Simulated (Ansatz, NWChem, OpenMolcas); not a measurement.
**How basis sets differ on CH6BNO2 (SMILES COB(N)O)**

CH6BNO2 has 11 atoms, charge 0, and is taken as a singlet. As SMILES, `COB(N)O`. The shape is that of a PBE0-D4/def2-TZVP optimisation. This is one conformer, not always the lowest.

Each level gives the HOMO–LUMO gap (eV). The values are calculated.

```
                          level          kind     program  value (eV)  CPU time
              HF/ANO-R0 (sfX2C)  Hartree–Fock  OpenMolcas       16.25     2.5 s
           HF/ANO-RCC-MB (DKH2)  Hartree–Fock  OpenMolcas       19.14     2.7 s
                      HF/STO-3G  Hartree–Fock      Ansatz       20.01    0.31 s
                       HF/3-21G  Hartree–Fock      Ansatz       17.78    0.74 s
HF/6-31G* (spherical functions)  Hartree–Fock  OpenMolcas       17.01     5.2 s
   HF/ANO-L-VDZP (RICD fitting)  Hartree–Fock  OpenMolcas       13.39     8.1 s
                    HF/def2-SVP  Hartree–Fock      NWChem       15.79      17 s
```

The values span 13.39 to 20.01 eV. A Hartree–Fock LUMO above zero doesn't converge with the basis: it sinks as sets grow more diffuse. Orbital gaps aren't excitation energies. Times are those of the runs behind each value, whatever else they computed, on shared processors of several kinds: orders of magnitude only.

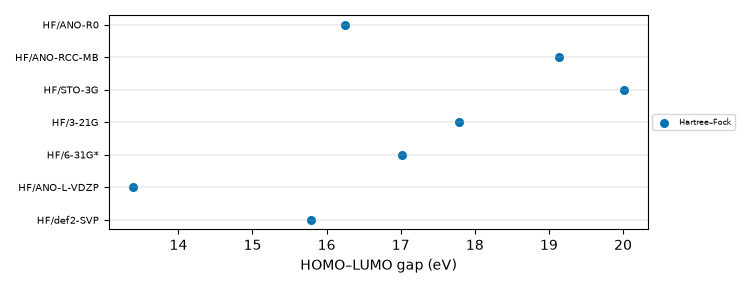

The values of the table, level by level.
